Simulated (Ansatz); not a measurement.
SnSe (SMILES [Se][Sn]): the electronic atomisation energy, rung by rung

SnSe: 2 atoms, total charge 0, spin state singlet. SMILES: `[Se][Sn]`. Geometry: a GFN2-xTB relaxation, a rough one for these elements and not checked as a minimum.

```xyz
2

Se    0.0000    0.0000    0.0000
Sn    0.0000    0.0000    2.3383
```

Quantity: the electronic atomisation energy, in eV. The values are calculated. Electronic energies at fixed atoms, without zero-point motion or spin-orbit coupling.

```json
{"level": "HF/STO-3G", "kind": "Hartree–Fock", "program": "Ansatz", "value (eV)": "3.69", "less FCI/STO-3G": "-1.89", "CPU time (all runs)": "1.1 s"}
{"level": "r2SCAN/STO-3G", "kind": "meta-GGA", "program": "Ansatz", "value (eV)": "6.86", "less FCI/STO-3G": "+1.28", "CPU time (all runs)": "18 s"}
{"level": "BHLYP/STO-3G", "kind": "global hybrid", "program": "Ansatz", "value (eV)": "5.84", "less FCI/STO-3G": "+0.26", "CPU time (all runs)": "3.8 s"}
{"level": "CAM-B3LYP/STO-3G", "kind": "range-separated hybrid", "program": "Ansatz", "value (eV)": "6.14", "less FCI/STO-3G": "+0.56", "CPU time (all runs)": "4.6 s"}
{"level": "HSE06/STO-3G", "kind": "range-separated hybrid", "program": "Ansatz", "value (eV)": "6.52", "less FCI/STO-3G": "+0.94", "CPU time (all runs)": "5.5 s"}
{"level": "B2PLYP/STO-3G", "kind": "double hybrid", "program": "Ansatz", "value (eV)": "6.16", "less FCI/STO-3G": "+0.58", "CPU time (all runs)": "5.2 s"}
{"level": "MP2/STO-3G", "kind": "perturbation theory", "program": "Ansatz", "value (eV)": "5.35", "less FCI/STO-3G": "-0.23", "CPU time (all runs)": "1.4 s"}
{"level": "CCSD(T)/STO-3G", "kind": "coupled cluster or CI", "program": "Ansatz", "value (eV)": "5.56", "less FCI/STO-3G": "-0.02", "CPU time (all runs)": "1.6 s"}
{"level": "FCI/STO-3G", "kind": "exact in the basis", "program": "Ansatz", "value (eV)": "5.58", "less FCI/STO-3G": "0.00", "CPU time (all runs)": "2.3 s"}
```

FCI/STO-3G is exact within its basis and frozen core, so for wave-function methods in that basis the difference is their error; functionals converge differently with the basis, so for them it is only a difference. All-electron rows without a relativistic Hamiltonian named are non-relativistic. The values span 3.69 to 6.86 eV. All rows use very small basis sets, so even the best lies far from the true value. In the correlated wave-function rows the outer d shell of Se, Sn is correlated, in sets not made for it. Times are those of the runs behind each value, whatever else they computed, on shared processors of several kinds: orders of magnitude only.

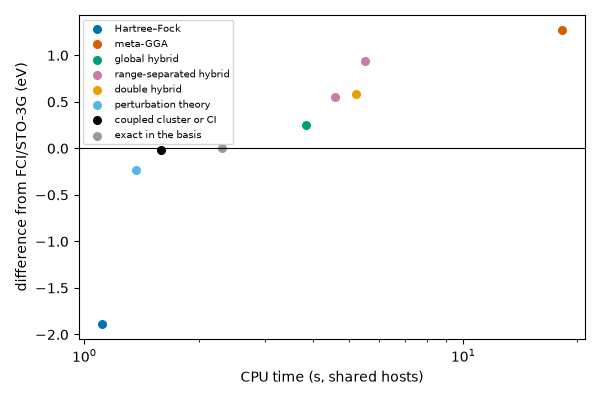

Difference from FCI/STO-3G against processor time, one point a level.
